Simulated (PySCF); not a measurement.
# YbOF: how tightly the ligands are held

What does it cost to pull a ligand from YbOF? The structure is generated, not taken from experiment.

Computed with PySCF 2.14.0. Level: PBE0, Yb lcecp-1-SVP with ECP59, O def2-SVP, F def2-SVP; scalar-relativistic core potentials, no spin–orbit coupling.

1 further run of the same task is left out (for a known fault of the program).

## (1) The system as given

3 atoms, charge 0, spin multiplicity 1.

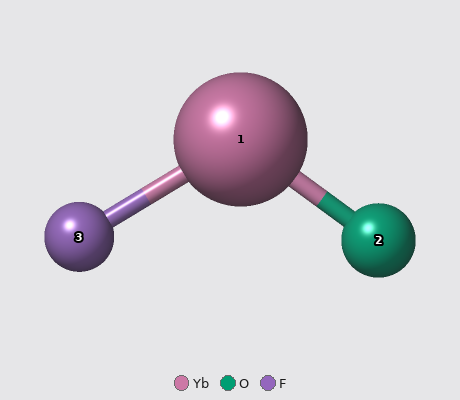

The structure; ytterbium pink, oxygen teal, fluorine purple; atoms are numbered from 1 in the order of the file.

Coordinates:

```
Yb    0.0194    0.0000   -0.3108
O     1.5107    0.0000    0.6988
F    -1.6397    0.0000    0.7776
```

Formal oxidation states: Yb +3. Each metal's 13 4f electrons lie in its core potential, so multiplicities, spins and levels count the valence alone. An earlier session relaxed this geometry at PBE0, Yb lcecp-1-SVP with ECP59, O def2-SVP, F def2-SVP (singlet, point group Cs).

## (2) Rigid scan of O

Atom 2 moves along the line from atom 1; the distance is to the donor, the donors' midpoint or the ring centre. Each point starts from the density of the one before.

```csv
distance (Å),energy from the relaxed point (eV)
1.50,2.711
1.60,1.028
1.70,0.221
1.80,0.000
1.90,0.161
2.00,0.557
2.10,1.091
2.25,2.005
```

It took 3 s on 2 threads of Arm Neoverse V1, shared host.

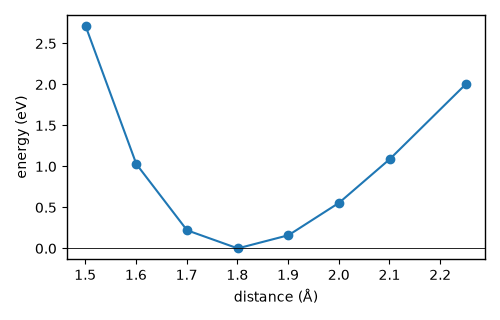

Energy along the rigid scan of O.

## (3) F taken off

The ligand (atom 3) keeps its formal charge and a closed shell where it can; ligand and rest are solved at the complex's geometry, in vacuum, with the settings of the relaxation.

| part | charge | state | energy (Eh) |
| --- | --- | --- | --- |
| complex | 0 | singlet | -214.234657 |
| ligand | -1 | singlet | -99.594968 |
| rest | 1 | singlet | -114.230299 |

Wall time 0.3 s (2 threads of Arm Neoverse V1, shared host).

## (4) Rigid scan of F

Atom 3 moves along the line from atom 1; the distance is to the donor, the donors' midpoint or the ring centre. Each point starts from the density of the one before.

```csv
distance (Å),energy from the relaxed point (eV)
1.68,1.491
1.78,0.560
1.88,0.119
1.98,0.000
2.08,0.087
2.18,0.304
2.38,0.935
2.68,2.009
3.08,3.284
3.58,4.436
```

It took 3.7 s on 2 threads of Arm Neoverse V1, shared host.

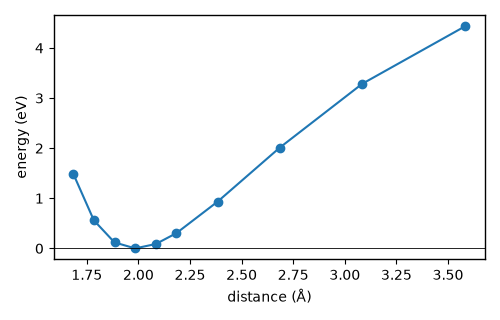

Energy along the rigid scan of F.

## (5) Summary of results

```
                  quantity       value
stiffness of the O contact  38.1 eV/Å²
              taking off F    11.14 eV
stiffness of the F contact  20.6 eV/Å²
```

**Reading.** Near 1.80 Å the O contact has a stiffness of about 38.1 eV/Å², and the energy stands 2.01 eV higher at 2.25 Å. Taking off F as a fragment of charge -1 costs 11.14 eV, much of it the attraction of the two charges. Near 1.98 Å the F contact has a stiffness of about 20.6 eV/Å², and the energy stands 4.44 eV higher at 3.58 Å. The free anion is solved without diffuse functions, no counterpoise correction is made, and the parts aren't relaxed; each of these makes the binding look larger. These are double-zeta-type bases without diffuse functions. Spin–orbit coupling is left out.
